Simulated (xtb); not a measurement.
**Geometry relaxation, with input and output: Ge₂PH₆ (charge −1) (part 2 of 2)**

Continued. System: Ge₂PH₆, charge −1. Method: GFN2-xTB (xtb 6.7.1).  The settings are looser than a standard set-up, so the numbers are not reference values.

Geometry of the input (Å):
```
Ge -0.7353  0.8152  -1.1279
P  1.3527  0.8409  -0.3774
Ge 0.9124  -0.7489  1.1244
H  -1.3669  -0.2762  -1.8585
H  -0.8690  2.0002  -2.2100
H  -1.9324  1.2475  -0.2285
H  0.4542  -2.1531  0.5424
H  2.1050  -1.2158  1.8665
H  -0.1007  -0.5597  2.2317
```

What the program printed, continued:
```
------------------------------------------------------------------------
 total energy gain   :        -0.0050483 Eh       -3.1678 kcal/mol
 total RMSD          :         0.0959584 a0        0.0508 Å
 total power (kW/mol):        -2.6508453 (step) -108.8449 (real)
------------------------------------------------------------------------

 ANCopt (total)                0 d,  0 h,  0 min,  0.122 sec
 optimizer setup                ...        0 min,  0.000 sec (  0.132%)
 model hessian                  ...        0 min,  0.001 sec (  0.576%)
 ANC generation                 ...        0 min,  0.000 sec (  0.224%)
 coordinate transformation      ...        0 min,  0.000 sec (  0.057%)
 single point calculation       ...        0 min,  0.116 sec ( 95.404%)
 optimization log               ...        0 min,  0.000 sec (  0.389%)
 hessian update                 ...        0 min,  0.000 sec (  0.048%)
 rational function              ...        0 min,  0.001 sec (  0.523%)

================
 final structure:
================
9
 xtb: 6.7.1
Ge          -0.73969662839379        0.90913852768300       -1.14220085333854
P            1.36395914326304        0.85406805384707       -0.36449500372303
Ge           0.89904004249359       -0.79360611304392        1.08321652548439
H           -1.33803343750674       -0.31158308825038       -1.85544949566245
H           -0.89606690472220        1.98047833023419       -2.23297589297823
H           -1.91486748244958        1.25535934795857       -0.20864770704405
H            0.42506086958687       -2.17036590300416        0.58091249871554
H            2.13869104659382       -1.19735327878722        1.88702525668605
H           -0.11801664886499       -0.57594587663715        2.21542467186032

 Bond Distances (Angstroems)
 ---------------------------
Ge1-P2=2.2435        Ge1-H4=1.5352        Ge1-H5=1.5369        Ge1-H6=1.5403        P2-Ge1=2.2435        P2-Ge3=2.2421
Ge3-P2=2.2421        Ge3-H7=1.5403        Ge3-H8=1.5316        Ge3-H9=1.5374        H4-Ge1=1.5352        H5-Ge1=1.5369
H6-Ge1=1.5403        H7-Ge3=1.5403        H8-Ge3=1.5316        H9-Ge3=1.5374
 Ge H  Rav=1.5369 sigma=0.0030  Rmin=1.5316  Rmax=1.5403     6
 Ge P  Rav=2.2428 sigma=0.0007  Rmin=2.2421  Rmax=2.2435     2

 selected bond angles (degree)
 --------------------
H4-Ge1-P2=120.46               H5-Ge1-P2=111.01               H5-Ge1-H4=100.66               H6-Ge1-P2=120.72
H6-Ge1-H4= 99.38               H6-Ge1-H5=101.29               Ge3-P2-Ge1= 92.72              H7-Ge3-P2=120.67
H8-Ge3-P2=111.39               H8-Ge3-H7=100.64               H9-Ge3-P2=120.57               H9-Ge3-H7= 99.39
H9-Ge3-H8=100.73

 selected dihedral angles (degree)
 ---------------------------------
Ge3-P2-Ge1-H4=296.88          Ge3-P2-Ge1-H5=179.77          Ge3-P2-Ge1-H6= 61.59          H7-Ge3-P2-Ge1= 61.96
H8-Ge3-P2-Ge1=179.53          H9-Ge3-P2-Ge1=297.16
           -------------------------------------------------
          |                Final Singlepoint                |
           -------------------------------------------------

          ...................................................
          :                      SETUP                      :
          :.................................................:
          :  # basis functions                  36          :
          :  # atomic orbitals                  33          :
          :  # shells                           15          :
          :  # electrons                        20          :
          :  max. iterations                   250          :
          :  Hamiltonian                  GFN2-xTB          :
          :  restarted?                      false          :
          :  GBSA solvation                  false          :
          :  PC potential                    false          :
          :  electronic temp.          300.0000000     K    :
          :  accuracy                    1.0000000          :
          :  -> integral cutoff          0.2500000E+02      :
          :  -> integral neglect         0.1000000E-07      :
          :  -> SCF convergence          0.1000000E-05 Eh   :
          :  -> wf. convergence          0.1000000E-03 e    :
          :  Broyden damping             0.4000000          :
          :  net charge                         -1          :
          :  unpaired electrons                  0          :
          ...................................................

 iter      E             dE          RMSdq      gap      omega  full diag
   1     -9.6899757 -0.968998E+01  0.201E-05    3.72       0.0  T
   2     -9.6899757  0.515143E-13  0.150E-05    3.72    2218.7  T
   3     -9.6899757 -0.420997E-12  0.975E-06    3.72    3418.5  T

   *** convergence criteria satisfied after 3 iterations ***

         #    Occupation            Energy/Eh            Energy/eV
      -------------------------------------------------------------
         1        2.0000           -0.4602512             -12.5241
       ...           ...                  ...                  ...
         4        2.0000           -0.2809298              -7.6445
         5        2.0000           -0.2796834              -7.6106
         6        2.0000           -0.2783707              -7.5749
         7        2.0000           -0.2749800              -7.4826
         8        2.0000           -0.2336999              -6.3593
         9        2.0000           -0.2188421              -5.9550
        10        2.0000           -0.1619126              -4.4059 (HOMO)
        11                         -0.0252684              -0.6876 (LUMO)
        12                          0.0102795               0.2797
        13                          0.0224527               0.6110
        14                          0.0232729               0.6333
        15                          0.0546912               1.4882
       ...                                ...                  ...
        33                          1.6758870              45.6032
      -------------------------------------------------------------
                  HL-Gap            0.1366442 Eh            3.7183 eV
             Fermi-level           -0.0935905 Eh           -2.5467 eV

 SCC (total)                   0 d,  0 h,  0 min,  0.016 sec
 SCC setup                      ...        0 min,  0.000 sec (  0.794%)
 Dispersion                     ...        0 min,  0.000 sec (  0.276%)
 classical contributions        ...        0 min,  0.000 sec (  0.110%)
 integral evaluation            ...        0 min,  0.002 sec ( 14.413%)
 iterations                     ...        0 min,  0.003 sec ( 16.442%)
 molecular gradient             ...        0 min,  0.010 sec ( 66.521%)
 printout                       ...        0 min,  0.000 sec (  1.267%)

         :::::::::::::::::::::::::::::::::::::::::::::::::::::
         ::                     SUMMARY                     ::
         :::::::::::::::::::::::::::::::::::::::::::::::::::::
         :: total energy              -9.648942904393 Eh    ::
         :: gradient norm              0.003530792557 Eh/a0 ::
         :: HOMO-LUMO gap              3.718278219131 eV    ::
         ::.................................................::
         :: SCC energy                -9.689971618097 Eh    ::
         :: -> isotropic ES            0.087566146117 Eh    ::
         :: -> anisotropic ES          0.001296766000 Eh    ::
         :: -> anisotropic XC          0.003647956131 Eh    ::
         :: -> dispersion             -0.008117346444 Eh    ::
         :: repulsion energy           0.041028713704 Eh    ::
         :: add. restraining           0.000000000000 Eh    ::
         :: total charge              -1.000000000000 e     ::
         :::::::::::::::::::::::::::::::::::::::::::::::::::::

           -------------------------------------------------
          |                Property Printout                |
           -------------------------------------------------

    * Orbital Energies and Occupations

         #    Occupation            Energy/Eh            Energy/eV
      -------------------------------------------------------------
         1        2.0000           -0.4602512             -12.5241
         2        2.0000           -0.4426353             -12.0447
         3        2.0000           -0.4120134             -11.2115
         4        2.0000           -0.2809298              -7.6445
         5        2.0000           -0.2796834              -7.6106
         6        2.0000           -0.2783707              -7.5749
         7        2.0000           -0.2749800              -7.4826
         8        2.0000           -0.2336999              -6.3593
         9        2.0000           -0.2188421              -5.9550
        10        2.0000           -0.1619126              -4.4059 (HOMO)
        11                         -0.0252684              -0.6876 (LUMO)
        12                          0.0102795               0.2797
        13                          0.0224527               0.6110
        14                          0.0232729               0.6333
        15                          0.0546912               1.4882
        16                          0.1164614               3.1691
        17                          0.1502408               4.0883
        18                          0.1675549               4.5594
        19                          0.1757259               4.7817
        20                          0.1909681               5.1965
        21                          0.1972622               5.3678
       ...                                ...                  ...
        33                          1.6758870              45.6032
      -------------------------------------------------------------
                  HL-Gap            0.1366442 Eh            3.7183 eV
             Fermi-level           -0.0935905 Eh           -2.5467 eV

     #   Z          covCN         q      C6AA      α(0)
     1  32 Ge       3.837     0.174   168.062    23.265
     2  15 P        1.896    -0.561   210.473    27.407
     3  32 Ge       3.838     0.174   168.068    23.266
     4   1 H        0.929    -0.126     6.553     4.003
     5   1 H        0.928    -0.141     7.235     4.206
     6   1 H        0.927    -0.126     6.583     4.012
     7   1 H        0.927    -0.128     6.635     4.028
     8   1 H        0.930    -0.140     7.184     4.191
     9   1 H        0.928    -0.126     6.585     4.013

 Mol. C6AA /au·bohr⁶  :       3131.067948
 Mol. C8AA /au·bohr⁸  :     168655.298440
 Mol. α(0) /au        :         98.391652

Wiberg/Mayer (AO) data.
largest (>0.10) Wiberg bond orders for each atom

 ---------------------------------------------------------------------------
     #   Z sym  total        # sym  WBO       # sym  WBO       # sym  WBO
 ---------------------------------------------------------------------------
     1  32 Ge   3.628 --     2 P    1.102     5 H    0.845     4 H    0.840
                             6 H    0.839
     2  15 P    2.613 --     3 Ge   1.103     1 Ge   1.102
     3  32 Ge   3.630 --     2 P    1.103     8 H    0.846     9 H    0.840
                             7 H    0.839
     4   1 H    0.984 --     1 Ge   0.840
     5   1 H    0.977 --     1 Ge   0.845
     6   1 H    0.984 --     1 Ge   0.839
     7   1 H    0.984 --     3 Ge   0.839
     8   1 H    0.977 --     3 Ge   0.846
     9   1 H    0.984 --     3 Ge   0.840
 ---------------------------------------------------------------------------

Topologies differ in total number of bonds
Writing topology from bond orders to xtbtopo.mol

molecular dipole:
                 x           y           z       tot (Debye)
 q only:       -1.020      -0.643       0.283
   full:       -1.310      -0.820       0.360       4.035
molecular quadrupole (traceless):
                xx          xy          yy          xz          yz          zz
 q only:       -1.498       0.396       1.237      -3.278       5.710       0.260
  q+dip:       -1.948       0.801       1.719      -4.777       8.036       0.229
   full:       -2.525      -0.635       1.532      -3.184       6.617       0.993

           -------------------------------------------------
          |                Geometry Summary                 |
           -------------------------------------------------

      molecular mass/u    :      182.2765068
   center of mass at/Å    :        0.2858455       0.1855260      -0.0833037
  moments of inertia/u·Å² :        0.7326871E+02   0.4190590E+03   0.4812323E+03
rotational constants/cm⁻¹ :        0.2300795E+00   0.4022735E-01   0.3503013E-01

 * 8 selected distances

     #   Z          #   Z                                           value/Å
     1  32 Ge       2  15 P                                       2.2434856 (max)
     2  15 P        3  32 Ge                                      2.2420637
     1  32 Ge       4   1 H                                       1.5352173
     1  32 Ge       5   1 H                                       1.5368836
     1  32 Ge       6   1 H                                       1.5402653
     3  32 Ge       7   1 H                                       1.5402706
     3  32 Ge       8   1 H                                       1.5316185 (min)
     3  32 Ge       9   1 H                                       1.5374251

 * 2 distinct bonds (by element types)

   Z      Z             #   av. dist./Å        max./Å        min./Å
   1 H   32 Ge          6     1.5369468     1.5402706     1.5316185
  15 P   32 Ge          2     2.2427746     2.2434856     2.2420637

optimized geometry written to: xtbopt.xyz

           -------------------------------------------------
          | TOTAL ENERGY               -9.648942904393 Eh   |
          | GRADIENT NORM               0.003530792557 Eh/α |
          | HOMO-LUMO GAP               3.718278219131 eV   |
           -------------------------------------------------

------------------------------------------------------------------------
------------------------------------------------------------------------
 total:
 *  cpu-time:     0 d,  0 h,  0 min,  0.128 sec
 * ratio c/w:     0.613 speedup
 SCF:
 *  cpu-time:     0 d,  0 h,  0 min,  0.017 sec
 * ratio c/w:     0.792 speedup
 ANC optimizer:
 *  cpu-time:     0 d,  0 h,  0 min,  0.086 sec
 * ratio c/w:     0.621 speedup
```

File xtbopt.xyz:
```
9
 energy: -9.648942904393 gnorm: 0.003530792557 xtb: 6.7.1
Ge          -0.73969662839379        0.90913852768300       -1.14220085333854
P            1.36395914326304        0.85406805384707       -0.36449500372303
Ge           0.89904004249359       -0.79360611304392        1.08321652548439
H           -1.33803343750674       -0.31158308825038       -1.85544949566245
H           -0.89606690472220        1.98047833023419       -2.23297589297823
H           -1.91486748244958        1.25535934795857       -0.20864770704405
H            0.42506086958687       -2.17036590300416        0.58091249871554
H            2.13869104659382       -1.19735327878722        1.88702525668605
H           -0.11801664886499       -0.57594587663715        2.21542467186032
```

Standard error:
```
normal termination of xtb
```

Trajectory as extended XYZ (Å, eV, eV/Å), 5 frames, from step=0 to step=4:
```
9
Properties=species:S:1:pos:R:3 step=0 energy=-262.42374
Ge   -0.7353    0.8152   -1.1279
P     1.3527    0.8409   -0.3774
Ge    0.9124   -0.7489    1.1244
H    -1.3669   -0.2762   -1.8585
H    -0.8690    2.0002   -2.2100
H    -1.9324    1.2475   -0.2285
H     0.4542   -2.1531    0.5424
H     2.1050   -1.2158    1.8665
H    -0.1007   -0.5597    2.2317
9
Properties=species:S:1:pos:R:3 step=1 energy=-262.53203
Ge   -0.7572    0.9184   -1.1666
P     1.3493    0.8387   -0.3548
Ge    0.9283   -0.8059    1.1067
H    -1.3425   -0.2918   -1.8542
H    -0.8913    2.0098   -2.2672
H    -1.9301    1.2335   -0.1982
H     0.4134   -2.1751    0.5744
H     2.1476   -1.2002    1.9068
H    -0.0975   -0.5772    2.2159
9
Properties=species:S:1:pos:R:3 step=2 energy=-262.53625
Ge   -0.7186    0.9110   -1.1117
P     1.3991    0.8727   -0.3657
Ge    0.8697   -0.7977    1.0353
H    -1.3175   -0.3073   -1.8526
H    -0.9112    1.9540   -2.2044
H    -1.9201    1.2666   -0.2218
H     0.4095   -2.1947    0.6069
H     2.1170   -1.1678    1.8675
H    -0.1079   -0.5867    2.2094
9
Properties=species:S:1:pos:R:3 step=3 energy=-262.56005
Ge   -0.7298    0.9154   -1.1458
P     1.3580    0.8486   -0.3634
Ge    0.8997   -0.7956    1.0817
H    -1.3265   -0.3156   -1.8534
H    -0.9195    1.9846   -2.2234
H    -1.9103    1.2682   -0.2237
H     0.4278   -2.1734    0.5927
H     2.1404   -1.2048    1.8853
H    -0.1198   -0.5772    2.2128
9
Properties=species:S:1:pos:R:3 step=4 energy=-262.56111
Ge   -0.7397    0.9091   -1.1422
P     1.3640    0.8541   -0.3645
Ge    0.8990   -0.7936    1.0832
H    -1.3380   -0.3116   -1.8555
H    -0.8961    1.9805   -2.2330
H    -1.9149    1.2554   -0.2087
H     0.4251   -2.1704    0.5809
H     2.1387   -1.1973    1.8870
H    -0.1180   -0.5759    2.2154
```

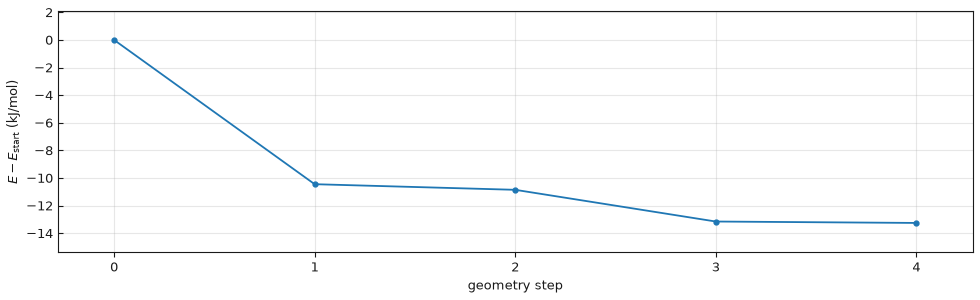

Fig. 1: Progress of the relaxation, step by step (steps are counted from 0).

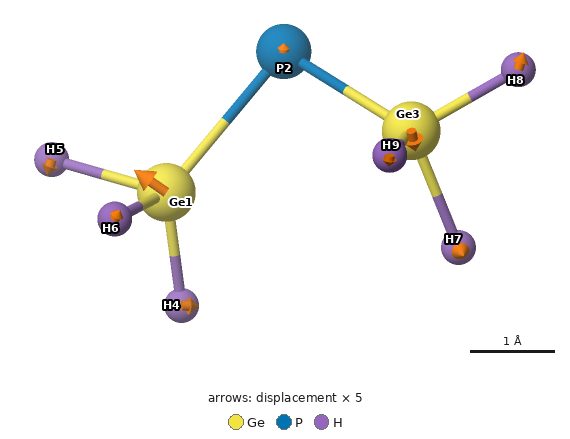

Fig. 2: The starting structure with the displacements as orange arrows, magnified 5 times (ball-and-stick view, seen at a tilt). The two geometries are laid on each other by the best rigid fit. After 4 geometry steps the energy has fallen by 13.3 kJ/mol. The largest move after the best rigid fit is that of Ge1, 0.095 Å. Largest moves by element: Ge 0.095 Å, H 0.049 Å, P 0.022 Å. Among the contacts that change: Ge1–H4 1.457 → 1.535 Å, Ge1–H5 1.610 → 1.537 Å, Ge3–H8 1.480 → 1.532 Å, Ge3–H7 1.588 → 1.540 Å. Among the angles that change: P2–Ge1–H4 125.9° → 120.5°, P2–Ge3–H7 116.1° → 120.7°, H5–Ge1–H6 96.9° → 101.3°. (Atoms are counted from 1 in the order of the input.)

Key numbers:

| quantity | value |
| --- | --- |
| outcome | converged |
| electrons treated | 20 |
| total energy | −9.648943 hartree |
| dispersion energy | −0.008117 hartree |
| basis functions | 36 |
| HOMO | −4.41 eV |
| LUMO | −0.69 eV |
| peak memory | 0.07 GiB |

Notes:

Settings chosen away from the usual ones: method = gfn2-xtb; task = optimise; opt_level = crude; x = {}; partner = base. These settings are looser than, or depart from, a standard set-up, so the numbers are not reference values for this system.
